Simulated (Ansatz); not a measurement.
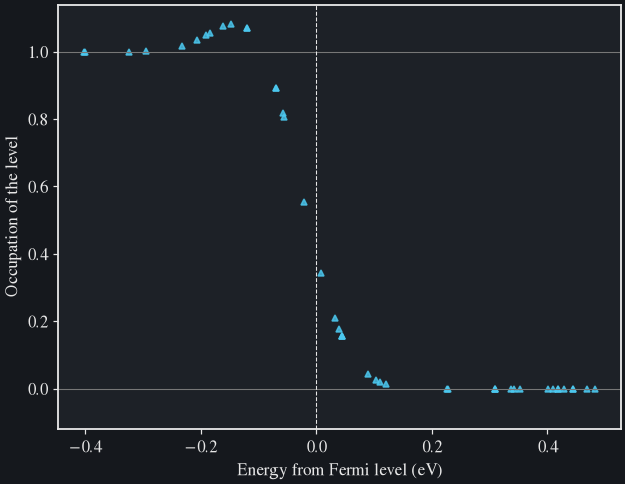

Occupations of the one-electron levels of the k mesh against their energy, from a run on CdRe₃, space group Pm-3m (No. 221), 4 atoms in the cell, with Ansatz.

**Which smearing scheme was used (Fermi-Dirac, Gaussian, Methfessel-Paxton or cold), and about what width?**

cold (Marzari-Vanderbilt) smearing with a width of 0.1 eV. The occupations overshoot 1 below the Fermi level (up to 1.08) but never turn negative, and they are not symmetric about it.
